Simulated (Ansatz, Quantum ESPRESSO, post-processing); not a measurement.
# Ni(100), 5 layers against a metal electrode, part 5 of 7

Wanted: the capacitance of Ni(100), 5 layers by the effective screening medium.

Quantum ESPRESSO 7.5; plane-wave DFT, PBE, GBRV ultrasoft pseudopotentials; geometry by Ansatz 0.2.0 with PAW datasets.

So far. Step 6 (Ground state: charge 0.0093 e): The electrode's potential over the Fermi level goes from 4.902 to 6.111 eV, the far face's from 4.900 to 4.911 eV. Step 7 (Self-consistent run: charge 0.0186 e): The electrode's potential over the Fermi level goes from 6.111 to 7.334 eV, the far face's from 4.911 to 4.904 eV.

## 8. Ground state: charge 0.0372 e

File q5.in:

```
&control
  prefix = 'q5'
  outdir = './out'
  pseudo_dir = './pseudo'
  calculation = 'scf'
  tprnfor = .true.
/
&system
  ibrav = 0
  nat = 5
  ntyp = 1
  ecutwfc = 40
  ecutrho = 200
  occupations = 'smearing'
  smearing = 'mv'
  degauss = 0.02
  assume_isolated = 'esm'
  esm_bc = 'bc3'
  tot_charge = 0.0372
  nspin = 2
  starting_magnetization(1) = 0.12
/
&electrons
  conv_thr = 1e-08
  mixing_beta = 0.4
  electron_maxstep = 120
  mixing_mode = 'local-TF'
  startingpot = 'file'
/
ATOMIC_SPECIES
  Ni  58.6934  ni_pbe_v1.4.uspp.F.UPF
CELL_PARAMETERS angstrom
  2.48901586980000 0.00000000000000 0.00000000000000
  0.00000000000000 2.48901586980000 0.00000000000000
  0.00000000000000 0.00000000000000 22.04000000000000
ATOMIC_POSITIONS crystal
  Ni  0.000000000000 0.000000000000 -0.090585682323
  Ni  0.500000000000 0.500000000000 -0.010730872823
  Ni  0.000000000000 0.000000000000 0.069123936577
  Ni  0.500000000000 0.500000000000 0.149714045237
  Ni  -0.000000000000 0.000000000000 0.226701834773
K_POINTS automatic
  12 12 1 0 0 0
```

Command:

```console
$ cp -r out/q4.save out/q5.save
$ OMP_NUM_THREADS=1 mpirun -n 4 pw.x -nk 4 -in q5.in > q5.out
```

What it wrote:

```text
[banner, memory and clock lines left out]
Program PWSCF v.7.5 starts
[...]
Message from routine setup:
[...]
number of electrons       =        89.96
     number of Kohn-Sham states=           54
     kinetic-energy cutoff     =      40.0000  Ry
     charge density cutoff     =     200.0000  Ry
[...]
number of k points=    28  Marzari-Vanderbilt smearing, width (Ry)=  0.0200
[...]
Dense  grid:    44063 G-vectors     FFT dimensions: (  24,  24, 192)
[...]
The initial density is read from file :
[...]
negative rho (up, down):  2.707E-04 3.471E-04
     Starting wfcs are   65 randomized atomic wfcs
[...]
negative rho (up, down):  6.827E-04 6.373E-04
[...]
estimated scf accuracy    <      21.99346683 Ry
     total magnetization       =     3.04 Bohr mag/cell
     absolute magnetization    =     3.60 Bohr mag/cell
[...]
negative rho (up, down):  1.120E-03 1.045E-03
[...]
estimated scf accuracy    <      13.17235375 Ry
     total magnetization       =     2.83 Bohr mag/cell
     absolute magnetization    =     3.30 Bohr mag/cell
[...]
negative rho (up, down):  1.142E-03 1.064E-03
[...]
estimated scf accuracy    <       3.55472510 Ry
     total magnetization       =     3.27 Bohr mag/cell
     absolute magnetization    =     3.74 Bohr mag/cell
[...]
negative rho (up, down):  9.166E-04 8.913E-04
[...]
estimated scf accuracy    <       1.23364656 Ry
     total magnetization       =     3.47 Bohr mag/cell
     absolute magnetization    =     3.94 Bohr mag/cell
[...]
negative rho (up, down):  1.077E-03 1.023E-03
[...]
estimated scf accuracy    <       3.15160334 Ry
     total magnetization       =     3.59 Bohr mag/cell
     absolute magnetization    =     4.08 Bohr mag/cell
[...]
negative rho (up, down):  7.870E-04 7.493E-04
[...]
estimated scf accuracy    <       0.17743437 Ry
     total magnetization       =     3.61 Bohr mag/cell
     absolute magnetization    =     4.10 Bohr mag/cell
[...]
negative rho (up, down):  6.962E-04 6.683E-04
[...]
estimated scf accuracy    <       0.11754852 Ry
     total magnetization       =     3.60 Bohr mag/cell
     absolute magnetization    =     4.09 Bohr mag/cell
[...]
negative rho (up, down):  3.642E-04 3.671E-04
[...]
estimated scf accuracy    <       0.35523462 Ry
     total magnetization       =     3.60 Bohr mag/cell
     absolute magnetization    =     4.10 Bohr mag/cell
[...]
negative rho (up, down):  1.934E-04 2.134E-04
[...]
estimated scf accuracy    <       0.35080662 Ry
     total magnetization       =     3.59 Bohr mag/cell
     absolute magnetization    =     4.09 Bohr mag/cell
[...]
negative rho (up, down):  4.315E-05 6.384E-05
[...]
estimated scf accuracy    <       0.24600712 Ry
     total magnetization       =     3.59 Bohr mag/cell
     absolute magnetization    =     4.09 Bohr mag/cell
[...]
negative rho (up, down):  1.087E-05 2.253E-05
[...]
estimated scf accuracy    <       0.02506908 Ry
     total magnetization       =     3.61 Bohr mag/cell
     absolute magnetization    =     4.12 Bohr mag/cell
[...]
negative rho (up, down):  3.801E-06 1.220E-05
[...]
estimated scf accuracy    <       0.02147027 Ry
     total magnetization       =     3.61 Bohr mag/cell
     absolute magnetization    =     4.12 Bohr mag/cell
[...]
negative rho (up, down):  6.628E-06 1.905E-05
[...]
estimated scf accuracy    <       0.00114008 Ry
     total magnetization       =     3.61 Bohr mag/cell
     absolute magnetization    =     4.13 Bohr mag/cell
[...]
negative rho (up, down):  5.874E-06 1.612E-05
[...]
estimated scf accuracy    <       0.00424328 Ry
     total magnetization       =     3.62 Bohr mag/cell
     absolute magnetization    =     4.14 Bohr mag/cell
[...]
negative rho (up, down):  7.267E-06 1.889E-05
[...]
estimated scf accuracy    <       0.00021762 Ry
     total magnetization       =     3.61 Bohr mag/cell
     absolute magnetization    =     4.14 Bohr mag/cell
[...]
negative rho (up, down):  1.845E-05 4.231E-05
[...]
estimated scf accuracy    <       0.00011752 Ry
     total magnetization       =     3.61 Bohr mag/cell
     absolute magnetization    =     4.13 Bohr mag/cell
[...]
negative rho (up, down):  1.917E-05 4.318E-05
[...]
estimated scf accuracy    <       0.00057604 Ry
     total magnetization       =     3.61 Bohr mag/cell
     absolute magnetization    =     4.13 Bohr mag/cell
[...]
negative rho (up, down):  3.248E-05 6.624E-05
[...]
estimated scf accuracy    <       0.00026195 Ry
     total magnetization       =     3.61 Bohr mag/cell
     absolute magnetization    =     4.14 Bohr mag/cell
[...]
negative rho (up, down):  3.447E-05 6.978E-05
[...]
estimated scf accuracy    <       0.00016579 Ry
     total magnetization       =     3.61 Bohr mag/cell
     absolute magnetization    =     4.14 Bohr mag/cell
[...]
negative rho (up, down):  6.183E-05 1.108E-04
[...]
estimated scf accuracy    <       0.00017986 Ry
     total magnetization       =     3.62 Bohr mag/cell
     absolute magnetization    =     4.14 Bohr mag/cell
[...]
negative rho (up, down):  1.775E-04 2.497E-04
[...]
estimated scf accuracy    <       0.00009252 Ry
     total magnetization       =     3.62 Bohr mag/cell
     absolute magnetization    =     4.14 Bohr mag/cell
[...]
negative rho (up, down):  2.195E-04 2.939E-04
[...]
estimated scf accuracy    <       0.00001454 Ry
     total magnetization       =     3.62 Bohr mag/cell
     absolute magnetization    =     4.14 Bohr mag/cell
[...]
negative rho (up, down):  2.093E-04 2.846E-04
[...]
estimated scf accuracy    <       0.00004691 Ry
     total magnetization       =     3.62 Bohr mag/cell
     absolute magnetization    =     4.14 Bohr mag/cell
[...]
negative rho (up, down):  2.436E-04 3.198E-04
[...]
estimated scf accuracy    <       0.00000106 Ry
     total magnetization       =     3.62 Bohr mag/cell
     absolute magnetization    =     4.14 Bohr mag/cell
[...]
negative rho (up, down):  2.577E-04 3.350E-04
[...]
estimated scf accuracy    <       0.00000894 Ry
     total magnetization       =     3.62 Bohr mag/cell
     absolute magnetization    =     4.14 Bohr mag/cell
[...]
negative rho (up, down):  2.743E-04 3.519E-04
[...]
estimated scf accuracy    <       0.00000076 Ry
     total magnetization       =     3.62 Bohr mag/cell
     absolute magnetization    =     4.14 Bohr mag/cell
[...]
negative rho (up, down):  2.763E-04 3.540E-04
[...]
estimated scf accuracy    <       0.00000007 Ry
     total magnetization       =     3.62 Bohr mag/cell
     absolute magnetization    =     4.14 Bohr mag/cell
[...]
negative rho (up, down):  2.744E-04 3.523E-04
[...]
estimated scf accuracy    <       0.00000005 Ry
     total magnetization       =     3.62 Bohr mag/cell
     absolute magnetization    =     4.14 Bohr mag/cell
[...]
negative rho (up, down):  2.772E-04 3.553E-04
[...]
estimated scf accuracy    <       0.00000010 Ry
     total magnetization       =     3.62 Bohr mag/cell
     absolute magnetization    =     4.14 Bohr mag/cell
[...]
negative rho (up, down):  2.791E-04 3.573E-04
[...]
estimated scf accuracy    <       0.00000008 Ry
     total magnetization       =     3.62 Bohr mag/cell
     absolute magnetization    =     4.14 Bohr mag/cell
[...]
negative rho (up, down):  2.787E-04 3.569E-04
[...]
estimated scf accuracy    <       0.00000013 Ry
     total magnetization       =     3.62 Bohr mag/cell
     absolute magnetization    =     4.14 Bohr mag/cell
[...]
negative rho (up, down):  2.789E-04 3.571E-04
[...]
estimated scf accuracy    <       0.00000004 Ry
     total magnetization       =     3.62 Bohr mag/cell
     absolute magnetization    =     4.14 Bohr mag/cell
[...]
negative rho (up, down):  2.791E-04 3.573E-04
[...]
estimated scf accuracy    <       0.00000003 Ry
     total magnetization       =     3.62 Bohr mag/cell
     absolute magnetization    =     4.14 Bohr mag/cell
[...]
negative rho (up, down):  2.799E-04 3.582E-04
[...]
the Fermi energy is    -9.8163 ev
!    total energy              =   -1716.23930579 Ry
     estimated scf accuracy    <          1.2E-09 Ry
     smearing contrib. (-TS)   =       0.00116160 Ry
     internal energy E=F+TS    =   -1716.24046739 Ry
[...]
one-electron contribution = -141142.36883572 Ry
     hartree contribution      =   70538.04224342 Ry
     xc contribution           =    -177.65582248 Ry
     ewald contribution        =   69065.74194739 Ry
     total magnetization       =     3.62 Bohr mag/cell
     absolute magnetization    =     4.14 Bohr mag/cell
     convergence has been achieved in  34 iterations
     negative rho (up, down):  2.799E-04 3.582E-04
[...]
Total force =     0.020670     Total SCF correction =     0.000446
[...]
```

Run time: 2.3 min. Hardware: 4 MPI ranks of Arm Neoverse V2, shared host; peak memory 0.62 GiB; 9.3 min of CPU time.

Numbers from this step:

```
Fermi energy                                                   : -9.816 eV
magnetization                                                  : 3.62 μB
site moments                                                   : 0.8189, 0.7368, 0.724, 0.7415, 0.8252 μB
vacuum line at the lower end of the cell, over the Fermi level : 4.908 eV
slope of the potential above                                   : 1.083 eV/Å
vacuum line at the upper end of the cell, over the Fermi level : 9.813 eV
```

The electrode's potential over the Fermi level goes from 7.334 to 9.813 eV, the far face's from 4.904 to 4.908 eV.

Gauss's law asks for a slope of 180.95 q/A = 1.087 eV/Å in the gap; the run gives 1.083.

Each curve counts from the Fermi level of its own run.

The potential energy (potential at -0.0186 e) oscillates, so the rows of the table below give means over windows of 1.78 Å about each position, cut where the curve ends. Its maxima inside the range that stand out by 2 % of the span (Å: eV): -1.1: -2.08, 0.7: -2.26, 2.4: -2.05, 4.1: -2.76, 7.1: 4.41. Its minima: -1.9: -21.2, -0.2: -21.5, 1.5: -21.4, 3.3: -21.5, 5.0: -21.2.

The runs together. Table of potential energy by z; means over each step:

```tsv
z (Å)	potential at -0.0186 e (eV)	potential at -0.0093 e (eV)	potential at 0 e (eV)	potential at 0.0093 e (eV)	potential at 0.0186 e (eV)	potential at 0.0372 e (eV)
-10.13	4.90	4.90	4.90	4.91	4.90	4.91
-8.35	4.90	4.90	4.90	4.91	4.90	4.91
-6.57	4.90	4.90	4.90	4.91	4.90	4.91
-4.79	4.83	4.83	4.83	4.84	4.84	4.84
-3.01	-1.66	-1.66	-1.66	-1.65	-1.66	-1.66
-1.23	-11.0	-11.0	-11.0	-11.0	-11.0	-11.0
0.55	-11.1	-11.1	-11.1	-11.1	-11.1	-11.1
2.33	-10.9	-10.9	-10.9	-10.9	-10.9	-10.9
4.11	-11.9	-11.9	-11.9	-11.9	-11.9	-11.9
5.89	-3.38	-3.37	-3.36	-3.34	-3.33	-3.29
7.67	4.22	4.51	4.81	5.12	5.45	6.12
9.45	3.38	4.13	4.90	5.68	6.48	8.11
```

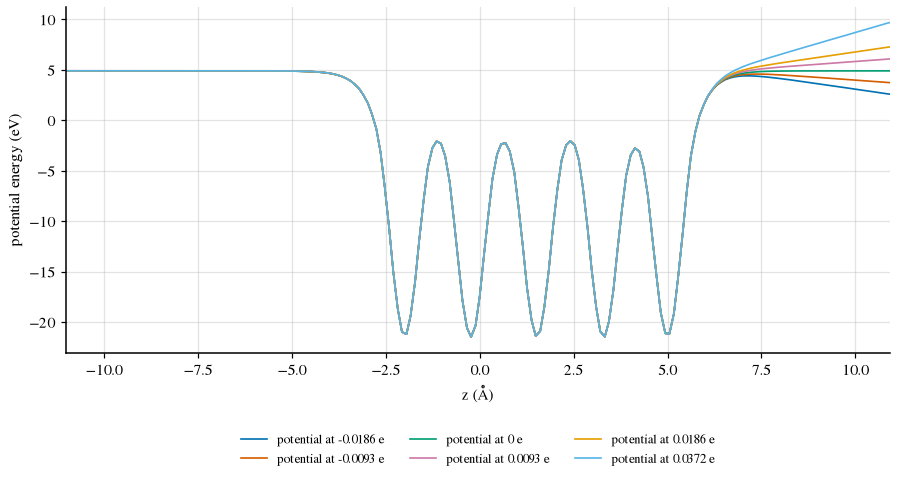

Potential energy against z.

## 9. Potential against charge, and the capacitance

This step gave:

```
mean capacitance (straight-line fit) : 1.982 μF/cm²
effective gap ε₀/C                   : 4.468 Å
```

Table of electrode's potential less the Fermi level by charge of the slab:

```tsv
charge of the slab (1e13 e/cm²)	electrode's potential less the Fermi level (eV)
-3.00	2.53
-1.50	3.71
0.00	4.90
1.50	6.11
3.00	7.33
6.00	9.81
```

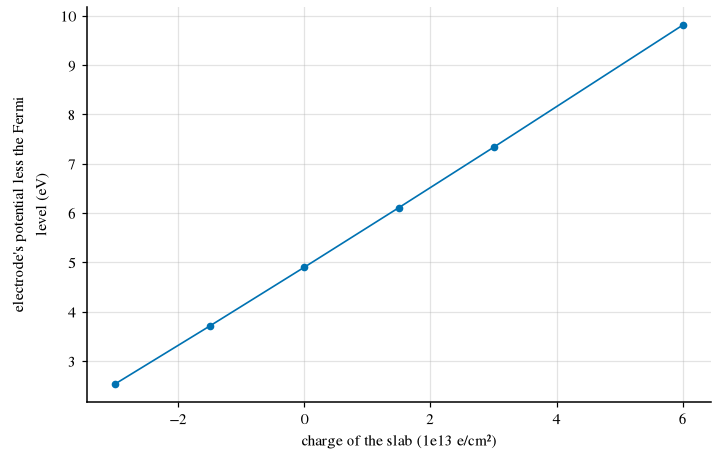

Electrode's potential less the Fermi level against charge of the slab.

Table of differential capacitance by charge of the slab:

```tsv
charge of the slab (1e13 e/cm²)	differential capacitance (μF/cm²)
-2.25	2.05
-0.75	2.02
0.75	1.99
2.25	1.97
4.50	1.94
```

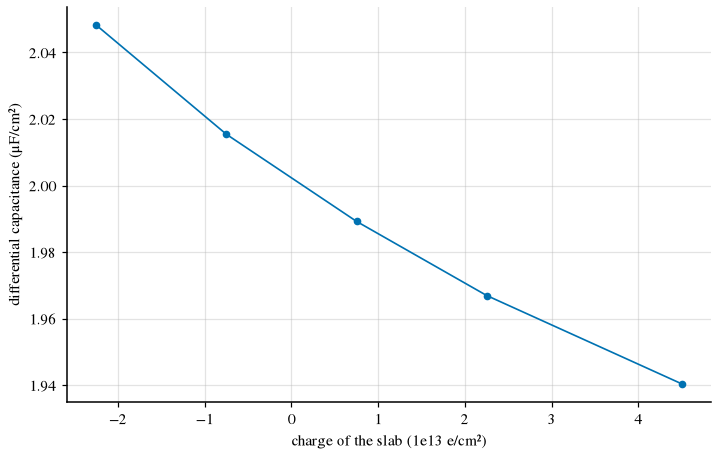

Differential capacitance against charge of the slab.

## 10. SCF with pw.x: constant Fermi level -4.5 eV

GC-SCF turns the question round: the Fermi level is set (gcscf_mu, against the electrode) and the charge is found.

mu0.in, as its differences from the input of step 8:

```diff
@@ -1,3 +1,3 @@
 &control
-  prefix = 'q5'
+  prefix = 'mu0'
   outdir = './out'
@@ -18,12 +18,16 @@
   esm_bc = 'bc3'
-  tot_charge = 0.0372
+  lgcscf = .true.
+  gcscf_mu = -4.5
   nspin = 2
   starting_magnetization(1) = 0.12
+  gcscf_conv_thr = 0.001
 /
 &electrons
-  conv_thr = 1e-08
-  mixing_beta = 0.4
-  electron_maxstep = 120
-  mixing_mode = 'local-TF'
-  startingpot = 'file'
+  conv_thr = 1e-09
+  mixing_beta = 0.2
+  electron_maxstep = 160
+  mixing_mode = 'TF'
+  diagonalization = 'rmm-davidson'
+  diago_rmm_conv = .false.
+  diago_full_acc = .true.
 /
```

Command:

```console
$ OMP_NUM_THREADS=1 mpirun -n 4 pw.x -nk 4 -in mu0.in > mu0.out
```

What it wrote:

```text
[banner, memory and clock lines left out]
Program PWSCF v.7.5 starts

          URL

     Message from routine iosys:
     eigenvalues have to be converged: diago_rmm_conv=.TRUE.
     Message from routine setup:
     using ibrav=0 with symmetry is DISCOURAGED, use correct ibrav instead

     G-vector sticks info

     bravais-lattice index     =            0
     lattice parameter (alat)  =       4.7036  a.u.
     unit-cell volume          =     921.4325 (a.u.)^3
     number of atoms/cell      =            5
     number of atomic types    =            1
     number of electrons       =        90.00
     number of Kohn-Sham states=           54
     kinetic-energy cutoff     =      40.0000  Ry
     charge density cutoff     =     200.0000  Ry
     scf convergence threshold =      1.0E-09
     mixing beta               =       0.2000
     number of iterations used =            8  TF        mixing
     Exchange-correlation=  SLA  PW   PBX  PBC
                           (   1   4   3   4   0   0   0)

     Effective Screening Medium Method
     Boundary Conditions: Vacuum-Slab-Metal
     total charge in unit cell        =   0.0000
     grid points for fit at edges     =        4

     >>>>> Grand-Canonical SCF is activated <<<<<
     Initial Total Charge  =     0.000000 e
     Target Fermi Energy   =    -4.500000 eV
     Thr. of Fermi Energy  =     0.001000 eV
     Wave-shift of Kerker  =     0.400000 bohr^-1
     Wave-shift of Hartree =     1.500000 bohr^-1
     Mixing Rate of Fermi  =     0.050000

     celldm(1)=   4.703558  celldm(2)=   0.000000  celldm(3)=   0.000000
     celldm(4)=   0.000000  celldm(5)=   0.000000  celldm(6)=   0.000000

     crystal axes: (cart. coord. in units of alat)
               a(1) = (   1.000000   0.000000   0.000000 )
               a(2) = (   0.000000   1.000000   0.000000 )
               a(3) = (   0.000000   0.000000   8.854905 )

     reciprocal axes: (cart. coord. in units 2 pi/alat)
               b(1) = (  1.000000  0.000000  0.000000 )
               b(2) = (  0.000000  1.000000  0.000000 )
               b(3) = (  0.000000  0.000000  0.112932 )

     PseudoPot. # 1 for Ni read from file:
     ./pseudo/ni_pbe_v1.4.uspp.F.UPF
     Pseudo is Ultrasoft + core correction, Zval = 18.0
     Generated by new atomic code, or converted to UPF format
     Using radial grid of  865 points,  6 beta functions with:
                l(1) =   0
                l(2) =   0
                l(3) =   1
                l(4) =   1
                l(5) =   2
                l(6) =   2
     Q(r) pseudized with 10 coefficients,  rinner =    0.980   0.980   0.980
                                                       0.980   0.980

     atomic species   valence    mass     pseudopotential
[...]
k(   21) = (   0.2500000   0.4166667   0.0000000), wk =   0.0555556
        k(   22) = (   0.2500000  -0.5000000   0.0000000), wk =   0.0277778
        k(   23) = (   0.3333333   0.3333333   0.0000000), wk =   0.0277778
        k(   24) = (   0.3333333   0.4166667   0.0000000), wk =   0.0555556
        k(   25) = (   0.3333333  -0.5000000   0.0000000), wk =   0.0277778
        k(   26) = (   0.4166667   0.4166667   0.0000000), wk =   0.0277778
        k(   27) = (   0.4166667  -0.5000000   0.0000000), wk =   0.0277778
        k(   28) = (  -0.5000000  -0.5000000   0.0000000), wk =   0.0069444

     Dense  grid:    44063 G-vectors     FFT dimensions: (  24,  24, 192)

     Smooth grid:    31571 G-vectors     FFT dimensions: (  20,  20, 180)

     Check: negative core charge=   -0.000015
     Generating pointlists ...
     new r_m :   0.4052 (alat units)  1.9057 (a.u.) for type    1

     Initial potential from superposition of free atoms

     starting charge      80.0000, renormalised to      90.0000

     negative rho (up, down):  1.314E-03 1.033E-03
     Starting wfcs are   65 randomized atomic wfcs

     per-process dynamical memory:    91.2 Mb

     Self-consistent Calculation

     iteration #  1     ecut=    40.00 Ry     beta= 0.20
     Davidson diagonalization with overlap
     c_bands:  1 eigenvalues not converged
     c_bands:  1 eigenvalues not converged
     c_bands:  2 eigenvalues not converged
     c_bands:  1 eigenvalues not converged
     c_bands:  1 eigenvalues not converged
     ethr =  1.00E-05,  avg # of iterations =173.3

     negative rho (up, down):  5.796E-06 6.322E-05

     total energy              =   -1681.19241054 Ry
     estimated scf accuracy    <     145.57560446 Ry

     total charge of GC-SCF    =       0.06333095 e
     the Fermi energy          =      13.87201855 eV
                        (error :      18.37201855 eV)

     total magnetization       =     0.97 Bohr mag/cell
     absolute magnetization    =     0.98 Bohr mag/cell

     iteration #  2     ecut=    40.00 Ry     beta= 0.20
     Davidson diagonalization with overlap
     ethr =  1.00E-05,  avg # of iterations = 79.1

     negative rho (up, down):  6.727E-05 7.799E-05

     total energy              =   -1711.91633395 Ry
     estimated scf accuracy    <      23.66968728 Ry

     total charge of GC-SCF    =       0.00676756 e
     the Fermi energy          =     -16.00983206 eV
                        (error :      11.50983206 eV)

     total magnetization       =     3.60 Bohr mag/cell
     absolute magnetization    =     3.84 Bohr mag/cell

     iteration #  3     ecut=    40.00 Ry     beta= 0.20
     RMM-DIIS diagonalization
     c_bands:  1 eigenvalues not converged
     c_bands:  3 eigenvalues not converged
     c_bands:  2 eigenvalues not converged
     c_bands:  2 eigenvalues not converged
     c_bands:  2 eigenvalues not converged
     c_bands:  5 eigenvalues not converged
     c_bands:  3 eigenvalues not converged
     c_bands:  2 eigenvalues not converged
     c_bands:  3 eigenvalues not converged
     c_bands:  3 eigenvalues not converged
     c_bands:  2 eigenvalues not converged
     c_bands:  5 eigenvalues not converged
[MPI's abort notice left out]

"abort". This may have caused other processes in the application to be
terminated by signals sent by prterun (as reported here).
```

Elapsed: 4.2 min, on 4 MPI ranks; peak memory 0.69 GiB.

The run ended with an error.

(Part 5 of 7 ends here.)

[Logs are printed without paths, hosts, clocks, repeated set-up lines and the standing remarks that a program may print on its own settings, such as how far it seeks lower states.]

[Hosts, paths, dates, database ids (printed as entryN), source tags and the programs' standing remarks are cut or masked in the printed files.]

[Maps of the electrostatic potential energy from Ansatz leave out the sawtooth potential of an applied field or a dipole correction, so their vacuum need not be flat; planar profiles and work functions include it.]
